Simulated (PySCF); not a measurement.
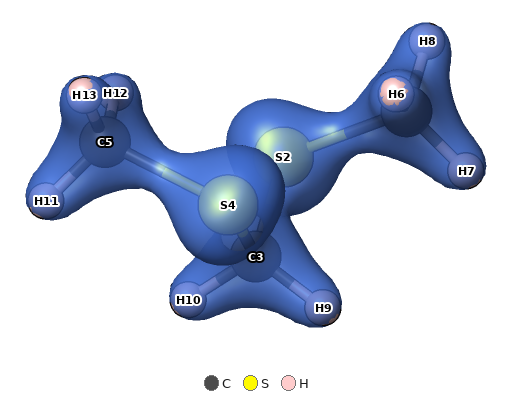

The picture shows: C3H8S2 (SMILES CSCSC). Isosurface of the electron density at 1 e/Å³ (blue), seen at a tilt.

Geometry: GFN2-xTB.

The calculation used PySCF 2.14.0, PBE0/pcSseg-1, SCF density, gas phase, non-relativistic.

```
atom    x (Å)    y (Å)    z (Å)
   C   2.1768   0.2960   0.0124
   S   0.9369  -0.9485  -0.4295
   C  -0.0560  -0.8875   1.0918
   S  -0.9530   0.6762   1.3228
   C  -2.1267   0.5107  -0.0471
   H   1.6623   1.1929   0.3480
   H   2.8213  -0.0951   0.7951
   H   2.7542   0.5035  -0.8818
   H   0.5987  -1.0077   1.9516
   H  -0.7713  -1.7045   1.0356
   H  -2.8425  -0.2744   0.1815
   H  -1.5714   0.2755  -0.9515
   H  -2.6337   1.4636  -0.1514
```

**Which contacts does the surface bridge?**

At this value the surface is in one piece. It bridges the sampled C–S (1.81 Å) and C–H (1.08 Å) contacts, where the density stays above the isovalue. On the grid the lowest density along these lines, outside the cores, is 1.2 e/Å³ (C–S, 1.81 Å) and 1.9 e/Å³ (C–H, 1.08 Å).
